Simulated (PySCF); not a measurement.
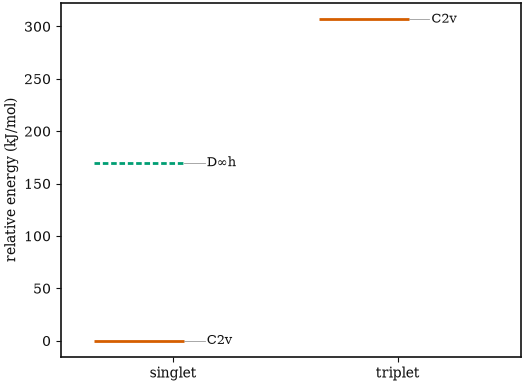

Stationary points found for SiF₂ from several start shapes, B3LYP/def2-TZVP with PySCF 2.14.0, one determinant, no spin-orbit coupling, electronic energies without zero-point terms; solid lines are minima, dashed ones saddle points, labels give point groups. The search isn't exhaustive.

Q: How many of the points are minima?

A: 2 of 3: singlet C2v (0.0 kJ/mol) and triplet C2v (306.7 kJ/mol).

Q: List the points.

A:
| spin | point group | imaginary modes | kJ/mol |
| --- | --- | --- | --- |
| singlet | C2v | 0 | 0.0 |
| singlet | D∞h | 2 | 169.9 |
| triplet | C2v | 0 | 306.7 |
